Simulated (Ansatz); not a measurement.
Base system: BP in the zinc blende structure (space group F-43m, No. 216; a = 4.520 Å).

It is then changed as follows: an isotropic linear strain of −1.50 %; the atoms relax in the strained cell.

The values are results of Ansatz (an electronic-structure program) PBEsol, scalar-relativistic without spin-orbit coupling, not measurements.

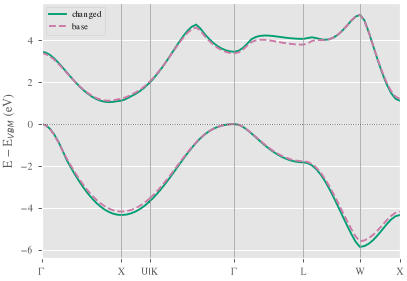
Fig. 1. Highest valence and lowest conduction band along the path, each from its own valence-band maximum

The gap is 1.05 eV, indirect, Γ → Γ–X (84 % along); the base has 1.11 eV.

No phonon test of stability was made.
